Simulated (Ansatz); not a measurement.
Cost and result by functional for the surface energy of the (001) surface of tetragonal indium in its 1x1 cell, outermost plane spacing 2.48 Å in the ideal cut, in Ansatz (plane waves, PAW). Single points on the PBE structure, on one kind of machine; costs are rough ratios of the slab run's core time (references not counted) to the cheapest single point. r2SCAN's cost holds its higher cutoff (500 against 420 eV). Differences are taken against r2SCAN for comparison alone: no measured value is at hand, so the table doesn't rank accuracy.

Slab: 5 atoms, 9.9 Å thick at the start (thin: gaps and levels are the slab's own); k 11x11x1, smearing 0.1 eV, dipole-corrected; all atoms relaxed; symmetry of the start imposed; no spin, no spin-orbit, no U. These notes are the PBE run's.

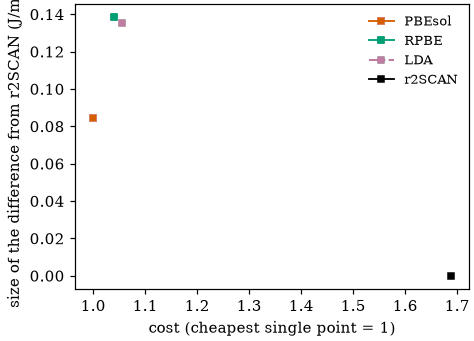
Figure. Difference from r2SCAN against cost

```json
[
 {"functional": "PBEsol", "relative cost": "1", "surface energy (J/m²)": "0.43", "less r2SCAN (J/m²)": "0.08"},
 {"functional": "RPBE", "relative cost": "1", "surface energy (J/m²)": "0.21", "less r2SCAN (J/m²)": "-0.14"},
 {"functional": "LDA", "relative cost": "1", "surface energy (J/m²)": "0.48", "less r2SCAN (J/m²)": "0.14"},
 {"functional": "r2SCAN", "relative cost": "2", "surface energy (J/m²)": "0.35", "less r2SCAN (J/m²)": "0.00"},
 {"functional": "PBE (the relaxed run's value)", "relative cost": "–", "surface energy (J/m²)": "0.31", "less r2SCAN (J/m²)": "-0.04"}
]
```

The values span 0.27 J/m², while the single points' costs differ by a factor of roughly 2. Differences are of unrounded values.

Ansatz is a first-principles code.
